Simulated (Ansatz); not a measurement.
# Geometry relaxation, with input and output: TiH4 (charge +1) (part 2 of 2)

TiH4, charge +1, multiplicity 2; UKS B3LYP-D4/def2-TZVP (Ansatz 0.2.0). The geometry: B3LYP-D4/def2-TZVP start.

Geometry of the input (Å):
```
Ti 0.0000  0.0000  0.0000
H  0.0102  -0.0171  1.6944
H  1.5942  0.0105  -0.5744
H  -0.8063  1.3868  -0.5460
H  -0.7981  -1.3802  -0.5740
```

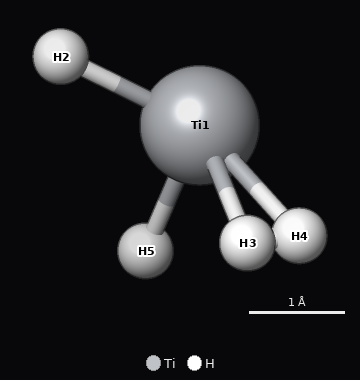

Figure 1. The geometry at step 15 of the log (ball-and-stick view, seen at a tilt; atoms are numbered from 1 in the order of the input).

Trajectory as extended XYZ, continued
```
5
Properties=species:S:1:pos:R:3:forces:R:3 step=5 energy=-23166.89431
Ti   -0.0093    0.0095    0.0053    0.0705  -0.0832  -0.0383
H    -0.0857   -0.2117    1.7202    0.0345  -0.0502   0.0742
H     1.5606    0.1813   -0.6730   -0.1475  -0.0546   0.0624
H    -0.6409    1.4782   -0.6679   -0.0393   0.1331  -0.1017
H    -0.8247   -1.4573   -0.3845    0.0818   0.0549   0.0034
5
Properties=species:S:1:pos:R:3:forces:R:3 step=6 energy=-23167.03722
Ti   -0.0635    0.0638    0.0429   -0.0027  -0.3788   0.0958
H    -0.0221   -0.3036    1.7601    0.1897  -0.2392   0.1793
H     1.4720    0.1252   -0.6312   -0.2905  -0.1000   0.1723
H    -0.6408    1.5447   -0.7866   -0.1268   0.3232  -0.4685
H    -0.7456   -1.4300   -0.3852    0.2304   0.3948   0.0210
5
Properties=species:S:1:pos:R:3:forces:R:3 step=7 energy=-23167.20567
Ti   -0.1177    0.1229    0.1120   -0.0883   0.0434   0.2694
H     0.0954   -0.4481    1.8047    0.0644  -0.0727  -0.1554
H     1.4018    0.1090   -0.5426   -0.0446  -0.0220   0.0315
H    -0.6531    1.5555   -0.9803    0.0167  -0.1070  -0.1288
H    -0.7264   -1.3392   -0.3938    0.0518   0.1582  -0.0167
5
Properties=species:S:1:pos:R:3:forces:R:3 step=8 energy=-23167.25508
Ti   -0.1546    0.2054    0.2115   -0.0517   0.1077   0.1079
H     0.1906   -0.6041    1.7948   -0.0265   0.0659  -0.1569
H     1.3437    0.1456   -0.4687    0.0307   0.0005  -0.0316
H    -0.6343    1.4626   -1.1514    0.0595  -0.1360   0.1113
H    -0.7454   -1.2095   -0.3862   -0.0120  -0.0381  -0.0306
5
Properties=species:S:1:pos:R:3:forces:R:3 step=9 energy=-23167.26306
Ti   -0.1680    0.2176    0.2254   -0.0474   0.0600   0.0234
H     0.1956   -0.6108    1.7735    0.0014  -0.0078   0.0081
H     1.3234    0.1646   -0.4720    0.0163   0.0113  -0.0375
H    -0.6036    1.4290   -1.1463    0.0338  -0.0404   0.0239
H    -0.7474   -1.2005   -0.3807   -0.0042  -0.0231  -0.0178
5
Properties=species:S:1:pos:R:3:forces:R:3 step=10 energy=-23167.27092
Ti   -0.1912    0.2256    0.2524   -0.0264  -0.0373   0.0099
H     0.2009   -0.6299    1.7775    0.0133  -0.0192   0.0517
H     1.2776    0.2071   -0.5034   -0.0518   0.0403  -0.0368
H    -0.5417    1.3942   -1.1509    0.0563   0.0027  -0.0247
H    -0.7456   -1.1971   -0.3754    0.0086   0.0135  -0.0002
5
Properties=species:S:1:pos:R:3:forces:R:3 step=11 energy=-23167.31041
Ti   -0.2342    0.2229    0.2929   -0.1172  -0.1850   0.1617
H     0.2158   -0.6547    1.7891    0.0238   0.0417  -0.0106
H     1.1876    0.2845   -0.5560   -0.1310   0.1363  -0.1208
H    -0.4223    1.3500   -1.1582    0.2154  -0.0240  -0.0329
H    -0.7469   -1.2027   -0.3679    0.0089   0.0310   0.0026
5
Properties=species:S:1:pos:R:3:forces:R:3 step=12 energy=-23167.52733
Ti   -0.2973    0.2062    0.3447   -0.5818  -0.5035   0.6814
H     0.2456   -0.6720    1.8043    0.0522   0.2869  -0.3070
H     1.0504    0.3907   -0.6274   -0.3056   0.4966  -0.5376
H    -0.2418    1.2881   -1.1532    0.8324  -0.3097   0.1760
H    -0.7570   -1.2129   -0.3684    0.0029   0.0297  -0.0127
5
Properties=species:S:1:pos:R:3:forces:R:3 step=13 energy=-23168.18223
Ti   -0.3631    0.1807    0.3885   -1.3068  -0.8286   1.4487
H     0.2726   -0.6594    1.7992    0.1529   0.5343  -0.5349
H     0.9236    0.4824   -0.6963   -0.8696   1.3174  -1.3929
H    -0.0626    1.2203   -1.1165    2.0436  -0.9746   0.6024
H    -0.7705   -1.2240   -0.3749   -0.0201  -0.0485  -0.1232
5
Properties=species:S:1:pos:R:3:forces:R:3 step=14 energy=-23169.40424
Ti   -0.4336    0.1558    0.4369   -1.4492  -0.9302   1.9447
H     0.2935   -0.6376    1.7873    0.1510   0.5315  -0.4425
H     0.8154    0.5705   -0.7736   -1.2439   1.8224  -1.7903
H     0.1090    1.1416   -1.0657    2.5845  -1.3330   0.5818
H    -0.7843   -1.2302   -0.3849   -0.0424  -0.0906  -0.2937
5
Properties=species:S:1:pos:R:3:forces:R:3 step=15 energy=-23169.37737 accepted=F
Ti   -0.5133    0.1143    0.5226   -0.7161  -0.4921   0.7838
H     0.3090   -0.6133    1.7760    0.1975   0.2158   0.0507
H     0.7174    0.6848   -0.8740    7.5948  -5.9123   2.0174
H     0.2726    1.0485   -1.0224   -7.0052   6.1661  -2.6195
H    -0.7857   -1.2343   -0.4022   -0.0710   0.0225  -0.2324
5
Properties=species:S:1:pos:R:3:forces:R:3 step=16 energy=-23169.97323
Ti   -0.4846    0.1254    0.4941   -0.9958  -0.6269   1.1875
H     0.3061   -0.6179    1.7807    0.1935   0.3226  -0.1055
H     0.7738    0.6246   -0.8258    0.0810   0.4126  -0.7787
H     0.1917    1.1018   -1.0489    0.7738  -0.0851  -0.0340
H    -0.7870   -1.2339   -0.4001   -0.0526  -0.0231  -0.2693
5
Properties=species:S:1:pos:R:3:forces:R:3 step=17 energy=-23170.13746
Ti   -0.5544    0.0861    0.5494   -0.4327  -0.3812   0.4004
H     0.3381   -0.5893    1.7883    0.1456   0.2234   0.0172
H     0.7840    0.6287   -0.8601    0.3221  -0.1399  -0.1975
H     0.2283    1.1090   -1.0463    0.0335   0.2545  -0.0624
H    -0.7960   -1.2345   -0.4312   -0.0684   0.0431  -0.1576
5
Properties=species:S:1:pos:R:3:forces:R:3 step=18 energy=-23170.23236
Ti   -0.6360   -0.0114    0.5685    0.0521  -0.1791   0.1172
H     0.4169   -0.4677    1.8078   -0.0835   0.1441  -0.1721
H     0.8058    0.5969   -0.8636   -0.2031   0.1664  -0.0826
H     0.2691    1.1398   -0.9902    0.2555  -0.1650   0.1268
H    -0.8559   -1.2577   -0.5224   -0.0210   0.0336   0.0107
5
Properties=species:S:1:pos:R:3:forces:R:3 step=19 energy=-23170.24657
Ti   -0.6432   -0.0778    0.4943   -0.1087   0.0396   0.0552
H     0.4367   -0.3857    1.7319    0.0474   0.0222  -0.0446
H     0.8461    0.6462   -0.8557    0.0126  -0.0435  -0.0060
H     0.3420    1.2186   -0.9062    0.0079  -0.0109   0.0355
H    -0.9816   -1.4013   -0.4643    0.0408  -0.0073  -0.0401
5
Properties=species:S:1:pos:R:3:forces:R:3 step=20 energy=-23170.25841
Ti   -0.6960   -0.0833    0.5087    0.0054   0.0216  -0.0185
H     0.4712   -0.3332    1.6833   -0.0110   0.0009  -0.0652
H     0.8254    0.6011   -0.8432   -0.0306  -0.0243   0.0293
H     0.3646    1.2118   -0.8540   -0.0083  -0.0382   0.0310
H    -0.9652   -1.3965   -0.4948    0.0445   0.0401   0.0234
5
Properties=species:S:1:pos:R:3:forces:R:3 step=21 energy=-23170.26337
Ti   -0.7461   -0.0704    0.5391   -0.0161   0.0620  -0.0335
H     0.5195   -0.2652    1.6039    0.0310  -0.0289   0.0422
H     0.7720    0.5046   -0.7749    0.0150  -0.0198  -0.0027
H     0.3480    1.1404   -0.8040   -0.0197   0.0449   0.0007
H    -0.8933   -1.3095   -0.5641   -0.0101  -0.0582  -0.0066
5
Properties=species:S:1:pos:R:3:forces:R:3 step=22 energy=-23170.24636 accepted=F
Ti   -0.7553   -0.0470    0.4962    0.4400   0.0389   0.5499
H     0.5152   -0.3120    1.6209   -0.4036   0.1311  -0.3201
H     0.7721    0.5278   -0.7923    0.0358  -0.0047  -0.0223
H     0.3601    1.1727   -0.8134   -0.0070   0.0171  -0.0102
H    -0.8921   -1.3415   -0.5115   -0.0652  -0.1823  -0.1973
5
Properties=species:S:1:pos:R:3:forces:R:3 step=23 energy=-23170.26531
Ti   -0.7383   -0.0676    0.5296   -0.0050   0.0340  -0.0197
H     0.5098   -0.2811    1.6145    0.0161  -0.0136   0.0206
H     0.7810    0.5229   -0.7882    0.0049  -0.0133   0.0019
H     0.3529    1.1568   -0.8102   -0.0114   0.0219   0.0018
H    -0.9055   -1.3310   -0.5457   -0.0047  -0.0289  -0.0045
5
Properties=species:S:1:pos:R:3:forces:R:3 step=24 energy=-23170.26578
Ti   -0.7317   -0.0645    0.5211   -0.0030   0.0005   0.0010
H     0.5032   -0.2919    1.6210    0.0022   0.0002   0.0019
H     0.7857    0.5343   -0.7965    0.0011  -0.0004  -0.0006
H     0.3564    1.1683   -0.8131    0.0009   0.0024  -0.0007
H    -0.9136   -1.3463   -0.5324   -0.0012  -0.0028  -0.0016
```

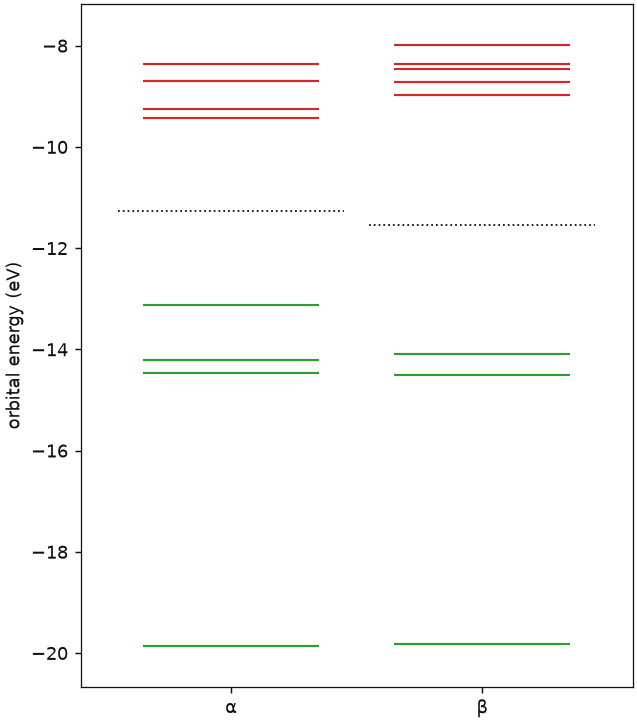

Figure 2. Orbital energies near the frontier for α and β spins; the dotted line parts filled from empty levels, and levels within 0.02 eV of each other stand side by side. α: highest filled −13.12 eV, lowest empty −9.42 eV, 3.70 eV apart; β: highest filled −14.09 eV, lowest empty −8.98 eV, 5.11 eV apart.

Results in brief

| quantity | value |
| --- | --- |
| outcome | converged |
| total energy | −23170.2660 eV |
| mean-field energy | −23170.2040 eV |
| dispersion energy | −0.0620 eV |
| ⟨S²⟩ | 0.765 |
| SCF solution under orbital rotations | stable |
| HOMO (either spin) | −13.12 eV |
| LUMO (either spin) | −9.42 eV |
| largest force (length of the vector) at the end | 0.003 eV/Å |
| hardware | 4 threads of Arm Neoverse V1, 23 GiB of memory available, shared host |
| wall time | 32 s (CPU time 1.9 min) |
| peak memory | 0.16 GiB |
